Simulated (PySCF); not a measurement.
**C₂H₇NOSi (SMILES CNC(=O)[SiH3]): density, localisation and related maps**

The calculation's input:

```
{"job": {"kind": "nmr", "xc": "PBE0", "basis": "pcSseg-1", "pop": false}, "charge": 0, "multiplicity": 1}
C     -1.770654    -0.273330    -0.515940
N     -0.653677    -0.552474     0.393954
C      0.245906     0.577028     0.543960
O     -0.110038     1.658178     0.941353
Si     2.040352     0.106398     0.012031
H     -2.371406     0.608981    -0.227208
H     -2.427440    -1.154183    -0.562345
H     -1.377119    -0.100120    -1.530231
H     -1.020185    -0.770857     1.324689
H      1.981807    -0.363701    -1.400374
H      2.957909     1.272215     0.134452
H      2.504544    -1.008134     0.885660
```

Command:

```sh
OMP_NUM_THREADS=1 python ens_run.py task.json out
```

Geometry: B3LYP-D3(BJ)/def2-SVP.

Level of theory: PBE0/pcSseg-1, SCF density, gas phase, non-relativistic in PySCF.

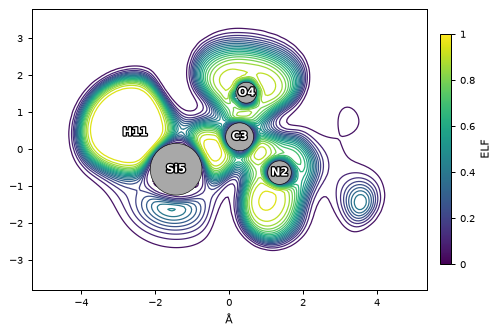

Figure 1. ELF on the plane of atoms N2, C3 and O4. Grey discs cover the atomic cores.

Question: Interpret the plot.

Answer:
- The plane passes through N, C, O, Si and H nuclei.
- C–O (1.21 Å): the ELF peaks at about 0.85 between the atoms: a multiple bond.
- C–N (1.45 Å): the ELF peaks at about 0.95 between the atoms: a covalent bond.
- C–Si (1.93 Å): the ELF peaks at about 1 between the atoms; a covalent bond.
- Si–H (1.49 Å): the ELF climbs to about 1 towards the hydrogen, as it does in any bond to H.
- The ELF also peaks beside N2 and O4, away from the bonds: lone-pair regions.

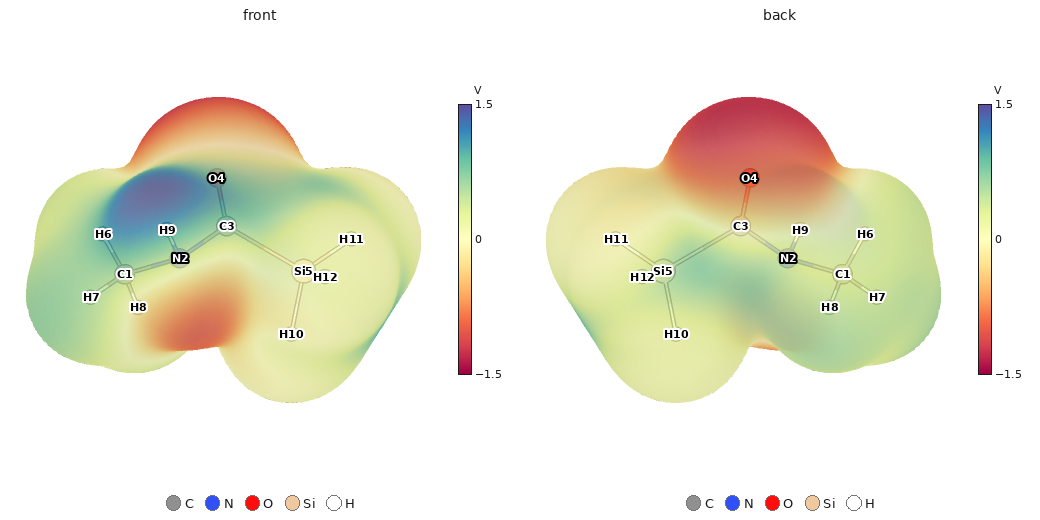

Figure 2. The electrostatic potential painted on the density surface at 0.001 e/bohr³, seen from the front and from behind; the colour scale runs from red (negative) to blue (positive).

Question: Where is the surface potential most negative and most positive?

Answer: The most negative region (about −1.3 V) lies over O4, the most positive (about +1.4 V) over H9. O4 is the likeliest acceptor of a hydrogen bond.

Question: What dipole moment does the calculation give?

Answer: Its dipole moment is 1.61 D.
